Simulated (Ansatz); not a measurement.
**C₂H₃S (charge +1): density, localisation and related maps**

```
atom    x (Å)    y (Å)    z (Å)
   C  -0.2723   0.4031  -0.2223
   C   0.4478  -0.6629   0.3656
   S   1.2039  -1.7824   0.9832
   H   0.1006   0.5826  -1.2396
   H  -1.3393   0.1470  -0.2660
   H  -0.1407   1.3125   0.3791
```

Geometry: PBE0-D4/def2-TZVP.

All numbers below come from RKS PBE0-D4/def2-TZVPP in Ansatz 0.2.0.

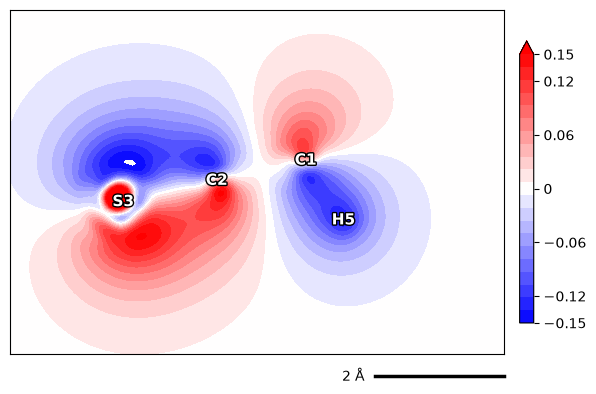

Figure 1. The HOMO on the plane of atoms C2, C1 and H5 (values in Å⁻³ᐟ²; the overall sign is arbitrary).

Describe this orbital and give its energy.

Its weight (Hirshfeld) is mainly on S3 (about 55 %), C2 (about 20 %) and C1 (about 10 %). It is one of a degenerate set, so its orientation is arbitrary. Its energy is −16.23 eV.

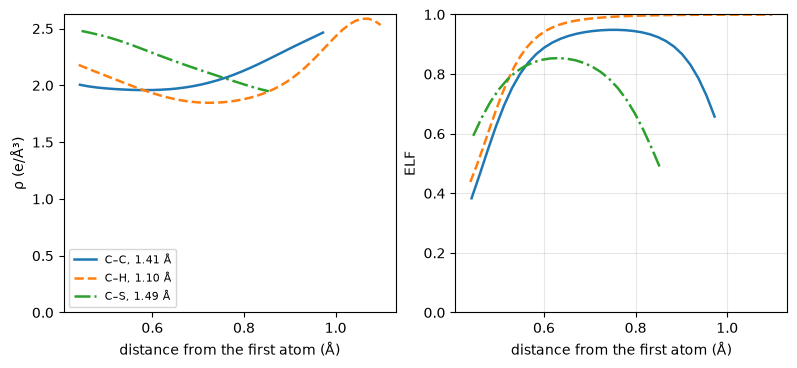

Figure 2. Electron density and ELF along straight lines between neighbouring atoms. The curves leave out the atomic cores.

What kind of bonding do the profiles show?

C–C (1.41 Å): ρ is about 2 e/Å³ halfway; the ELF peaks at about 0.95 between the atoms (localised, covalent bonding).
C–H (1.10 Å): ρ is about 2 e/Å³ halfway; the ELF climbs to about 1 towards the hydrogen, as it does in any bond to H; an ordinary covalent bond to hydrogen.
C–S (1.49 Å): the density is about 2.1 e/Å³ at the midpoint; the ELF peaks at about 0.85 between the atoms, as expected for a covalent bond.

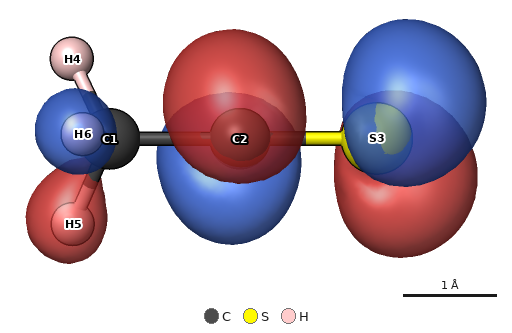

Figure 3. The LUMO at ±0.15 Å⁻³ᐟ² (red and blue are the two phases), seen across its widest extent.

Where does this orbital lie, and at what energy?

Its weight (Hirshfeld) is mainly on S3 (about 45 %), C2 (about 40 %) and C1 (about 10 %); π-antibonding (π*) across S3–C2. It is one of a degenerate set, so its orientation is arbitrary. Its energy is −8.72 eV.
